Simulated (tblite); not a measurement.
**CH7Ge2NO: molecular dynamics**

CH7Ge2NO, SMILES O=C[N]([GeH3])[GeH3], computed with GFN2-xTB Langevin dynamics, gas phase (tblite 0.8.0).

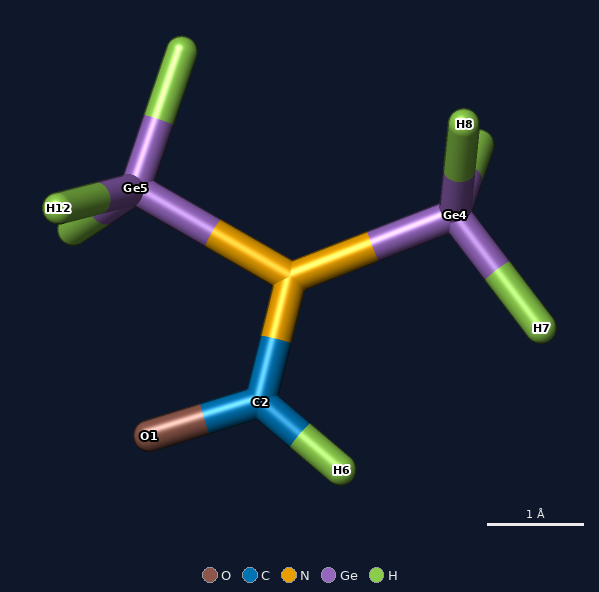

Fig. 1: The structure as given in the input (stick view, seen at a tilt; atoms are numbered from 1 in the order of the input). Sticks mark near contacts.

### Input
```
{"job": {"dt": 1.5, "steps": 8000, "equilibration": 400, "friction": 0.005, "h_mass": 4.0, "temperature": 600, "xc": "GFN2-xTB", "basis": "xTB", "kind": "md"}, "charge": 0, "multiplicity": 1}
O      1.529222     1.767169    -0.299557
C      0.355057     1.496958    -0.140439
N     -0.042722     0.230733    -0.017011
Ge    -1.776988    -0.304486     0.226776
Ge     1.512496    -0.825415    -0.144721
H     -0.430216     2.269441    -0.090898
H     -2.596643     0.945430     0.252754
H     -1.852226    -1.052092     1.520277
H     -2.148043    -1.196531    -0.915393
H      2.102685    -0.632656    -1.496746
H      0.945498    -2.213957     0.005488
H      2.406673    -0.487336     0.995363
```

The first line tells a small driver script what to run in tblite; the rest is the geometry in Å.

Run on 1 CPU thread, shared host.

Command:
```bash
OMP_NUM_THREADS=1 python <driver script> task.json out
```

### Output
```
t/fs     T/K   E - E0/eV
     0.0    770.9    -0.0000
   525.0    423.9     0.5464
  1050.0    686.5     0.8415
  1575.0    711.3     0.8497
  2100.0    588.8     1.1971
  2625.0    625.0     0.6626
  3150.0    576.5     1.0015
  3675.0    418.0     0.8754
  4200.0    498.4     0.6086
  4725.0    617.3     0.6819
  5250.0    451.4     0.4997
  5775.0    576.0     1.0267
  6300.0    603.2     0.6628
  6825.0    393.4     0.8592
  7350.0    509.0     1.4201
  7875.0    796.4     0.7858
  8400.0    619.4     0.5233
  8925.0    508.8     0.6502
  9450.0    592.1     0.8328
  9975.0    470.5     0.8855
 10500.0    650.4     0.5418
 11025.0    654.5     1.4746
 11550.0    481.1     0.5993
 12075.0    495.5     0.6048
 12600.0    358.5     0.7609
```

### Trajectory as extended XYZ (Å, eV, eV/Å), 18 of the 25 frames kept, from step=0 to step=8400
```
12
Properties=species:S:1:pos:R:3:forces:R:3 step=0 time_fs=0.0 energy=-450.71926 temperature=770.9
O     1.5292    1.7672   -0.2996   -0.0010  -0.0010   0.0010
C     0.3551    1.4970   -0.1404   -0.0010   0.0000  -0.0010
N    -0.0427    0.2307   -0.0170   -0.0020   0.0000   0.0020
Ge   -1.7770   -0.3045    0.2268    0.0000   0.0020  -0.0030
Ge    1.5125   -0.8254   -0.1447    0.0010   0.0000   0.0000
H    -0.4302    2.2694   -0.0909    0.0000   0.0010   0.0010
H    -2.5966    0.9454    0.2528    0.0010   0.0000  -0.0010
H    -1.8522   -1.0521    1.5203    0.0010  -0.0010   0.0010
H    -2.1480   -1.1965   -0.9154   -0.0010   0.0000   0.0010
H     2.1027   -0.6327   -1.4967    0.0000  -0.0010  -0.0010
H     0.9455   -2.2140    0.0055    0.0010   0.0000   0.0000
H     2.4067   -0.4873    0.9954    0.0000   0.0000   0.0010
12
Properties=species:S:1:pos:R:3:forces:R:3 step=350 time_fs=525.0 energy=-450.17289 temperature=423.9
O     1.4969    1.4007    0.8684    1.6490   1.3560   0.2790
C     0.3582    1.0329    0.8830    0.8530  -3.3400  -2.5080
N     0.0969   -0.0901    0.1220   -0.8180   0.8960   0.7980
Ge   -1.5673   -0.9824    0.0301    1.9200  -0.6910   1.0280
Ge    1.7184   -0.5842   -0.7507   -0.8220  -0.1970  -0.7520
H    -0.3951    1.4712    1.4316   -1.8330   0.8320   1.1400
H    -2.4438   -0.4042    1.0740   -0.2360   0.2590  -0.1150
H    -1.1138   -2.3852    0.5257   -0.4500   0.5000  -0.3460
H    -1.7983   -0.9558   -1.3971   -0.5710  -0.0160  -0.7230
H     1.4881   -1.9398   -1.3912   -0.3340   0.0290   0.2460
H     2.8825   -0.7100    0.0656    0.8180  -0.0910   0.9300
H     2.0299    0.2448   -1.9423   -0.1750   0.4650   0.0240
12
Properties=species:S:1:pos:R:3:forces:R:3 step=1050 time_fs=1575.0 energy=-449.86958 temperature=711.3
O    -0.6905    1.5783   -1.6213    0.3420   0.8120   0.9280
C    -1.2180    0.4890   -1.6818   -2.4570  -1.1910  -2.4240
N    -0.5128   -0.6350   -1.7015    0.3460   1.6530   0.3740
Ge   -0.9420   -2.3191   -2.1651   -0.5260  -0.2780   1.1490
Ge    1.2065    0.3828   -1.7205    0.9570  -0.8650   1.0260
H    -2.3093    0.4837   -2.1206    1.1190  -0.4210   1.2170
H    -0.9903   -3.1945   -0.9555    0.1700   0.0920   0.2090
H     0.0403   -2.8266   -3.0591    1.0940  -0.3040  -0.8420
H    -2.2487   -2.5161   -2.7682   -0.7920   0.3420  -0.3950
H     2.1461   -0.9053   -1.8583   -0.2340   0.4800   0.0230
H     1.6514    1.0447   -0.2910   -0.4220  -0.4070  -1.1610
H     1.1011    1.0873   -3.0315    0.4030   0.0880  -0.1060
12
Properties=species:S:1:pos:R:3:forces:R:3 step=1400 time_fs=2100.0 energy=-449.52212 temperature=588.8
O    -2.2595    0.7970   -1.3824    0.2900   3.0210   0.6900
C    -2.2845   -0.3249   -1.7447   -4.9470  -0.4920  -1.6110
N    -1.3268   -1.1357   -1.7480    3.9830  -2.5740  -0.1740
Ge   -1.5791   -2.9582   -2.0805    0.6270  -0.3970   1.9360
Ge    0.0481    0.1337   -2.0626    0.1260   1.8170   1.0260
H    -3.2195   -0.7168   -2.2724   -0.1690  -0.0550   0.7390
H    -2.6574   -3.5433   -1.1436    0.0010   0.4930  -0.4460
H    -0.3468   -3.7115   -1.4189   -0.4710   0.6220  -0.9160
H    -1.9556   -2.9898   -3.4825   -0.0450  -0.3480  -0.7780
H     1.2479   -0.6193   -2.2991    1.1630  -1.0410  -0.1330
H     0.3806    1.1598   -0.8640   -0.2840  -0.8210  -0.8330
H    -0.1988    0.8702   -3.3892   -0.2730  -0.2240   0.5030
12
Properties=species:S:1:pos:R:3:forces:R:3 step=2100 time_fs=3150.0 energy=-449.71771 temperature=576.5
O    -0.8848    0.8687   -2.9297    0.4610   0.5050   0.4140
C    -0.8278   -0.3174   -3.1496   -0.7890   0.2630  -0.7530
N    -0.0149   -1.1731   -2.5000   -0.6600   1.8620  -0.3420
Ge   -0.9069   -2.7058   -2.5392    0.1830  -1.7550  -0.2890
Ge    0.9607    0.0016   -1.3605    0.9500  -1.4330   1.6460
H    -1.5725   -0.7150   -3.9429    1.0000   0.1110   0.7250
H    -2.1404   -2.6955   -1.7020   -0.1950   0.0530   0.1560
H     0.1546   -3.5964   -1.9221   -0.3480  -0.2330  -0.2860
H    -1.3190   -2.7347   -4.0467    0.3260  -0.4990   0.7910
H     2.0635   -0.9471   -0.5456   -1.0230   0.4500  -0.7980
H     0.4642    0.8393   -0.2242   -0.6880  -0.1330  -0.0860
H     1.7681    0.8377   -2.1738    0.7830   0.8090  -1.1770
12
Properties=species:S:1:pos:R:3:forces:R:3 step=2450 time_fs=3675.0 energy=-449.84385 temperature=418.0
O     0.1429    1.1081   -3.2690    0.8020   0.4830   0.7630
C    -0.2502    0.0069   -3.5087    0.7160  -3.3850  -0.4580
N     0.3961   -1.1978   -3.1780   -1.2000   2.7770   0.9060
Ge   -0.5080   -2.8289   -2.7878    0.2220   0.8180  -1.2480
Ge    1.7493   -0.5546   -1.9974   -0.6410  -2.7360  -0.5750
H    -1.0565   -0.2199   -4.1573   -1.4530   0.1900  -0.7910
H    -1.3122   -3.1462   -4.0368    0.1910   0.0940   0.1770
H    -1.4512   -2.8668   -1.6498   -0.0570   0.2020   0.3820
H     0.6699   -3.6902   -2.6427    0.1610  -0.3830   0.1050
H     2.1751   -2.0116   -1.9025    0.4720   0.2150   0.7850
H     1.2631    0.0413   -0.8032   -0.5280   0.5290   1.0340
H     2.8149    0.0551   -2.6632    1.3140   1.1960  -1.0800
12
Properties=species:S:1:pos:R:3:forces:R:3 step=2800 time_fs=4200.0 energy=-450.11061 temperature=498.4
O     0.7444    0.6454   -5.1173    1.2690   0.7880  -0.2770
C     0.0211   -0.2349   -4.7863   -2.0940  -0.9660   0.8370
N     0.2536   -1.1034   -3.7782   -0.4420  -0.1620   0.3240
Ge   -1.1263   -2.2066   -3.1026   -0.7870   0.2490  -3.7660
Ge    1.7413   -0.6141   -2.7426    0.7860  -0.7250  -1.9440
H    -1.0445   -0.3277   -5.1828    0.7360  -0.1260  -0.1150
H    -0.9309   -3.6354   -3.6561   -0.0270   0.5110   0.2690
H    -2.5399   -1.6047   -3.7166    1.2580  -0.5390   0.5080
H    -1.1347   -2.1129   -1.7227    0.0840   0.1180   2.6160
H     1.7244   -1.5311   -1.6165   -0.0170  -0.4580   0.6060
H     1.5440    0.7643   -2.4663   -0.1900   1.3520   0.4760
H     2.9954   -0.7826   -3.6325   -0.5750  -0.0420   0.4670
12
Properties=species:S:1:pos:R:3:forces:R:3 step=3500 time_fs=5250.0 energy=-450.21952 temperature=451.4
O     1.8072   -0.6938   -5.1281   -0.2590  -0.2680   0.0930
C     0.6001   -0.7098   -5.0517   -1.4230   0.9100  -0.5040
N    -0.0999   -1.6120   -4.3521    0.6330   0.0450  -0.3990
Ge   -1.8173   -2.1210   -4.1192   -0.1390  -0.0220   0.2140
Ge    1.1470   -2.6713   -3.5202    0.7570   1.0360   2.2310
H    -0.0697    0.0779   -5.5447    0.6880  -0.5650   0.2430
H    -1.7959   -3.5858   -4.4110   -0.2010  -0.0680  -0.5300
H    -2.7348   -1.2050   -4.8900    0.1030  -0.2210   0.1640
H    -1.8955   -2.1910   -2.6290   -0.3400   0.4330   0.1470
H     0.4788   -3.4773   -2.4155   -0.2310  -0.0410  -0.3080
H     1.9241   -1.6042   -2.6662   -0.1540  -0.7840  -0.6220
H     1.8287   -3.5708   -4.4081    0.5670  -0.4570  -0.7290
12
Properties=species:S:1:pos:R:3:forces:R:3 step=3850 time_fs=5775.0 energy=-449.69258 temperature=576.0
O     3.1017   -2.4238   -5.4892   -1.9350  -0.1650   0.2440
C     1.9070   -2.1346   -5.5608    0.6950   0.9880  -0.0540
N     0.9651   -2.2204   -4.5593    3.4940  -2.1740  -1.0600
Ge   -0.7257   -2.1456   -5.0180   -1.2210   1.8740   2.1890
Ge    1.8282   -3.7103   -3.5880    0.7850   0.6650   0.5090
H     1.5463   -1.6439   -6.5096   -0.0130  -0.1310   0.4680
H    -1.2906   -3.1733   -4.1230   -0.4610  -0.1440   0.1650
H    -0.9580   -2.4234   -6.3843   -0.2720  -0.1150  -1.6410
H    -0.9683   -0.6489   -4.4438   -0.3260  -1.1520  -0.7140
H     0.9934   -4.2139   -2.4437   -0.4460   0.1310  -0.0570
H     2.9631   -2.9313   -2.9908   -0.0220  -0.2450   0.1430
H     2.3166   -4.9410   -4.3404   -0.2780   0.4680  -0.1940
12
Properties=species:S:1:pos:R:3:forces:R:3 step=4550 time_fs=6825.0 energy=-449.86001 temperature=393.4
O     2.5309   -2.9347   -6.4578   -0.1050  -0.0570   0.0680
C     1.3295   -2.9894   -6.5509   -0.5010   0.3550  -0.5550
N     0.5060   -3.2302   -5.5254   -1.2470  -0.2770  -0.2630
Ge   -1.4091   -3.4510   -5.7322    1.9340  -0.3240  -1.0250
Ge    1.2477   -3.5286   -3.8058   -0.0430  -1.2290   0.2660
H     0.7614   -2.7712   -7.5587    0.6800  -0.3390   1.1570
H    -1.5074   -4.9280   -5.7625   -0.3420  -0.1430  -0.0020
H    -1.8846   -2.7406   -6.9594    0.0890  -0.1000  -0.0150
H    -1.7515   -2.7901   -4.5318   -0.8190   0.6020   1.3950
H     1.4150   -2.1064   -3.2564    0.3690  -0.4830  -0.1120
H     2.2386   -4.8077   -3.8590   -0.2340   1.3030  -0.1340
H     0.1938   -4.2656   -2.8057    0.2180   0.6930  -0.7810
12
Properties=species:S:1:pos:R:3:forces:R:3 step=4900 time_fs=7350.0 energy=-449.29911 temperature=509.0
O     0.6262   -1.2235   -5.6962   -0.0040  -1.4260   0.9820
C    -0.2013   -2.0340   -5.3412   -1.7620   0.7360   0.3020
N    -0.1631   -3.0084   -4.3391   -0.7550   1.7360  -2.5160
Ge   -1.6305   -4.0795   -4.6662   -0.8330   0.0670  -1.7080
Ge    1.5175   -3.0748   -3.7267    1.5740  -0.0900   0.7560
H    -1.3046   -1.9256   -5.7921    1.5520  -0.2040   0.5400
H    -2.8195   -3.3589   -4.0255    0.2090  -0.3790   0.3010
H    -1.1751   -5.5172   -4.4537   -0.2820   0.1880   0.1910
H    -2.1537   -3.8200   -6.4081    0.6610  -0.5960   1.6230
H     1.8024   -1.8451   -2.8242   -0.0580  -0.3590  -0.8620
H     2.3469   -3.6339   -4.8669    0.0620   0.6590   0.0800
H     1.6816   -4.1935   -2.7536   -0.3640  -0.3340   0.3110
12
Properties=species:S:1:pos:R:3:forces:R:3 step=5600 time_fs=8400.0 energy=-450.19594 temperature=619.4
O     2.7402    0.5248   -2.8429    0.4220   0.5570  -0.7190
C     1.5356    0.4341   -2.9747    0.5100   0.7130   2.2730
N     1.0077   -0.6861   -3.3927   -0.9320  -0.2680  -1.0350
Ge   -0.7966   -0.9128   -3.5658   -0.3600  -0.4190   1.2200
Ge    2.3351   -1.5447   -4.3372    0.6900  -0.2700  -0.4210
H     0.8767    1.1793   -2.4692   -0.0740  -0.1030  -0.4750
H    -1.0436   -1.4020   -4.9626   -0.1890   0.1400   0.2200
H    -1.3317    0.3305   -2.9321   -0.1330   0.4610  -0.6020
H    -1.2690   -1.8291   -2.3973    0.3140  -0.2090  -0.7870
H     3.5227   -1.8524   -3.5228    0.0440  -0.2850   0.2300
H     2.7930   -0.7763   -5.5567   -0.2680   0.0950   0.2480
H     1.5365   -2.7194   -4.7697   -0.0250  -0.4120  -0.1510
12
Properties=species:S:1:pos:R:3:forces:R:3 step=5950 time_fs=8925.0 energy=-450.06903 temperature=508.8
O     2.1863    1.9033   -4.9357   -0.2490   0.2450   0.7020
C     1.4740    1.5053   -4.0223    0.4100   0.1410   0.3450
N     0.9856    0.2859   -4.0754   -1.5220  -0.8730  -0.0760
Ge   -0.3314   -0.3876   -2.8383    1.8570   1.8930   0.6740
Ge    1.6071   -0.5770   -5.6976    0.3190  -0.9300   2.7500
H     1.2357    2.0219   -3.0431    0.3060   0.2170  -0.9080
H    -1.0988   -1.3894   -3.4670   -0.9660  -1.0520  -0.8590
H    -1.0706    0.7994   -2.2248    0.0840  -0.3110  -0.3810
H     0.4833   -0.9587   -1.7161   -0.0160  -0.1170  -0.0070
H     2.8166   -1.1560   -4.9734    0.0730   0.1740  -0.5780
H     1.8981    0.1926   -6.8522   -0.0760   0.6230  -1.0810
H     0.6485   -1.7250   -5.5664   -0.2200  -0.0090  -0.5810
12
Properties=species:S:1:pos:R:3:forces:R:3 step=6300 time_fs=9450.0 energy=-449.88646 temperature=592.1
O     2.9148    1.5657   -5.4513    0.9910   0.0680  -1.3770
C     2.1382    1.3447   -4.5413   -0.1060  -2.2210  -1.5790
N     1.3933    0.2275   -4.6365    0.5470   1.0240  -0.3920
Ge    0.1615   -0.3379   -3.4218    1.3970   0.1210   0.6790
Ge    2.1384   -0.6638   -6.2824    0.1830   0.3290   2.0510
H     2.2676    2.0137   -3.7660   -0.9570   0.9740   2.3510
H     0.7502    0.4077   -2.2084   -0.7180  -0.0970  -0.2440
H     0.5992   -1.7663   -3.1955   -0.5370   0.0430  -0.1510
H    -1.1656    0.0174   -3.9686   -0.2880  -0.1280   0.1540
H     3.2034   -1.4200   -5.5071   -0.2480   0.0590  -0.4960
H     2.5612    0.0515   -7.4482    0.3800   0.5880  -0.8960
H     0.9113   -1.3660   -6.6319   -0.6420  -0.7600  -0.1010
12
Properties=species:S:1:pos:R:3:forces:R:3 step=7000 time_fs=10500.0 energy=-450.17743 temperature=650.4
O     3.9560    1.4888   -4.8314   -1.2930   0.0680   0.6290
C     2.9462    1.6420   -4.1441    1.7220  -0.2330   0.0480
N     1.7946    2.0619   -4.5852   -0.5090   1.1580  -1.3880
Ge    0.5162    2.5307   -3.3340    0.4740  -2.1040  -0.3530
Ge    2.0482    2.4888   -6.4921    0.3440  -0.7710   0.4450
H     2.8710    1.5135   -3.0546    0.8410  -0.4930   0.3680
H     0.5180    1.3194   -2.4125   -0.1970   0.2760  -0.2640
H    -0.5807    2.6676   -4.2345   -1.2350   0.1340  -0.5410
H     0.7571    3.6686   -2.5341    0.4880   1.5370   0.8140
H     1.7644    1.1188   -7.1038    0.2120   0.4170   0.0460
H     3.3768    3.1342   -6.9240   -0.6200  -0.2440   0.3450
H     0.8757    3.3825   -6.6832   -0.2270   0.2550  -0.1480
12
Properties=species:S:1:pos:R:3:forces:R:3 step=7350 time_fs=11025.0 energy=-449.24466 temperature=654.5
O     2.7954    1.1285   -4.7688    3.6240  -1.7190  -2.6510
C     1.9924    1.3388   -3.9384   -1.8000   1.6880   2.5620
N     1.2365    2.3832   -4.0949   -2.1650   3.1870  -0.9120
Ge   -0.4686    2.8730   -3.2673    1.6060   0.5450   0.3140
Ge    2.2475    3.4904   -5.8245   -1.6890  -2.1050   1.5940
H     1.9580    0.9707   -2.9162   -0.0690  -1.2260   0.2210
H    -0.7778    1.6999   -2.3375   -0.1660   0.2260  -0.3130
H    -1.3853    3.2344   -4.4261    0.0750  -0.2610   0.2580
H    -0.3697    4.2428   -2.3054    0.0240  -1.1180  -0.8170
H     2.3176    2.4110   -6.8713   -0.1660   0.5570  -0.1320
H     3.5280    3.8643   -5.2407    0.5600   0.2060   0.2340
H     1.1833    4.5634   -5.7564    0.1650   0.0210  -0.3570
12
Properties=species:S:1:pos:R:3:forces:R:3 step=8050 time_fs=12075.0 energy=-450.11445 temperature=495.5
O     2.7433    0.4311   -5.4673    3.0610  -1.2820  -0.3920
C     1.7077    0.9425   -5.2256   -1.1930  -1.0890   0.3230
N     1.5222    2.2212   -5.2089   -0.2910   2.0150   0.8630
Ge   -0.2080    2.7134   -4.9994   -0.6470  -0.2540  -1.1910
Ge    3.1950    3.0787   -5.3082   -0.7880   0.1070  -2.7820
H     0.8507    0.3168   -4.9973   -0.8150  -0.3840   0.0490
H    -0.4832    3.0282   -6.4557   -0.3610   0.1270   0.2170
H    -0.4497    3.9025   -4.1880    0.0420   0.4120   0.4800
H    -0.9681    1.4492   -4.6295    0.1650   0.4260   0.0910
H     3.7814    2.4117   -6.6043   -0.0870   0.6560   0.9790
H     3.7894    3.0080   -4.0215    0.7410  -0.3190   1.2400
H     2.7563    4.5294   -5.6038    0.1740  -0.4170   0.1230
12
Properties=species:S:1:pos:R:3:forces:R:3 step=8400 time_fs=12600.0 energy=-449.95836 temperature=358.5
O     2.6998    0.7319   -4.9468    0.2280   0.5370   0.2560
C     1.5867    1.0760   -4.6214   -1.2710   0.5930   0.1300
N     1.2461    2.3180   -4.1656    2.9290  -2.2350  -0.2720
Ge   -0.3895    2.8988   -4.1483   -1.8330   1.3300  -0.2900
Ge    2.9313    3.1015   -4.3339   -0.5780   3.0690  -1.5000
H     0.7396    0.4051   -4.7353   -0.3960  -0.4410   0.0890
H    -1.2815    1.8493   -3.6611   -0.3560  -0.8490  -0.0780
H    -0.6753    3.2753   -5.6172   -0.1030   0.0730   0.7030
H    -0.6146    3.9276   -3.0630    0.3690   0.1780  -0.4410
H     3.0707    3.3606   -5.8940   -0.0400  -0.2330   0.9480
H     4.1264    2.6192   -3.7547    1.1970  -0.9230   0.8550
H     2.7848    4.6222   -3.7034   -0.1460  -1.1000  -0.3990
```

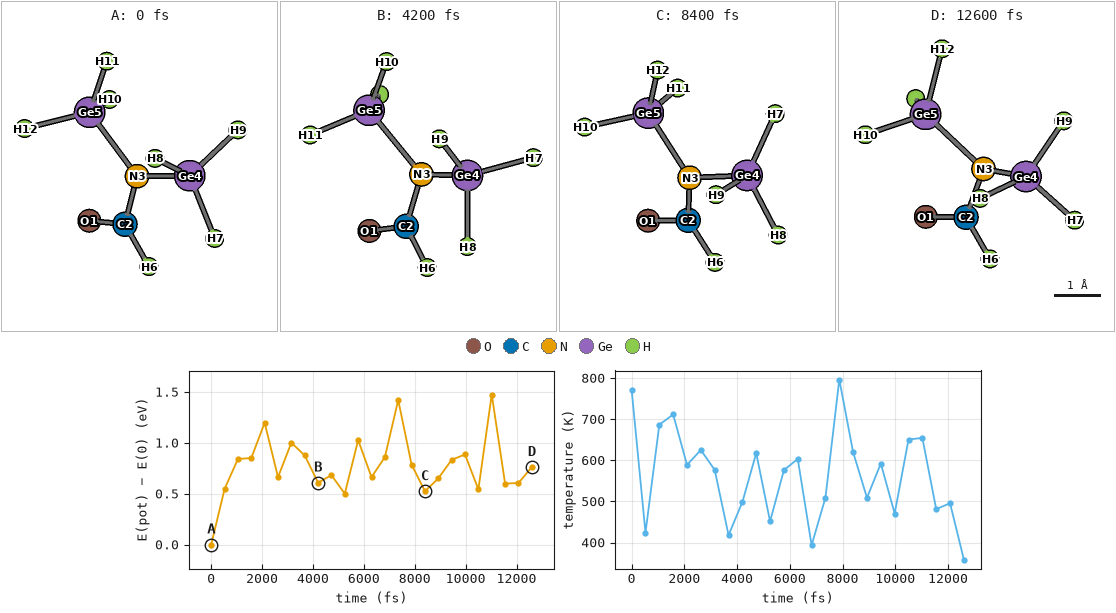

Fig. 2: Frames of the molecular dynamics (ball-and-stick, seen at a tilt) above the curves, on which the letters mark them. The trajectory kept here has 25 frames over 12600 fs. The temperature starts at 771 K, ranges from 358 to 796 K and averages 549 K over the second half. The potential energy ends 0.761 eV above its first value. After an unweighted best fit of the last frame on the first, the root-mean-square displacement is 1.38 Å, and H10 has moved furthest (2.66 Å).

### Results in brief

```tsv
quantity	value
outcome	finished
mean temperature over the second half	549 K
trajectory	25 frames kept, 12600 fs
wall time	67 s
peak memory	0.62 GiB
```
